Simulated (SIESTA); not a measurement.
Band structure of MnAlGe (P4/nmm, 6 atoms in the cell).

```
MnAlGe
1.0
    3.85818     0.00000     0.00000
    0.00000     3.85818     0.00000
    0.00000     0.00000     5.98519
Mn Al Ge
2 2 2
Direct
  0.50000   0.50000   0.00000
  0.00000   0.00000   0.00000
  0.00000   0.50000   0.70075
  0.50000   0.00000   0.29925
  0.50000   0.00000   0.71738
  0.00000   0.50000   0.28262
```
Moments meant for the start (each program seeds them in its own way; μB, in the order of the atoms Mn Mn Al Al Ge Ge): 4.0 4.0 0.0 0.0 0.0 0.0.

Method of the run: GGA PBEsol, numerical atomic orbitals DZP, PseudoDojo PBEsol standard norm-conserving potentials (rewritten from UPF to PSML) (SIESTA).

Settings: XC.functional = GGA; XC.authors = PBEsol; potentials = PseudoDojo PBEsol standard; PAO.BasisSize = DZP; PAO.EnergyShift = 0.01 Ry; MeshCutoff = 400 Ry; kgrid.MonkhorstPack = 5 5 3; OccupationFunction = MP; OccupationMPOrder = 0; ElectronicTemperature = 100 meV; Spin = polarized; DM.InitSpin = [1 +4.00, 2 +4.00, 3 +0.00, 4 +0.00, 5 +0.00, 6 +0.00]; MaxSCFIterations = 150; SCF.Mixer.Method = Broyden.

The starting cell comes from a database of computed structures (which also holds hypothetical and non-ambient phases and stackings), without a prior relaxation at this level. The magnetic order is the one reached from the typed start; others were not searched systematically. Values carry the incompleteness of an atom-centred basis.

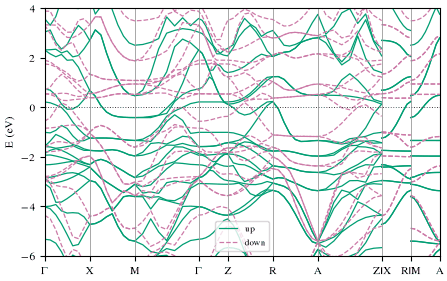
*Bands along the path, energies from the Fermi level.*

Levels in eV from the Fermi level, bands 31 to 36 of the first spin channel:
| point | 31 | 32 | 33 | 34 | 35 | 36 |
|---|---|---|---|---|---|---|
| Γ | -1.58 | -1.58 | -1.01 | 0.22 | 0.74 | 2.31 |
| X | -1.74 | -1.74 | -1.24 | -1.24 | 0.69 | 0.69 |
| M | -1.96 | -1.96 | -1.34 | -1.34 | -0.41 | -0.41 |
| Z | -1.43 | -1.43 | -1.01 | 0.12 | 0.12 | 0.22 |
| R | -1.77 | -1.77 | 0.23 | 0.23 | 1.24 | 1.24 |
| A | -1.97 | -1.97 | -1.34 | -1.34 | 0.49 | 0.49 |

Bands cross the Fermi level along this path, so the cell is metallic at this level.

Higher empty bands are left out: an atom-centred basis made for the valence describes them poorly.

The net moment of the cell came out as 4.34 μB.
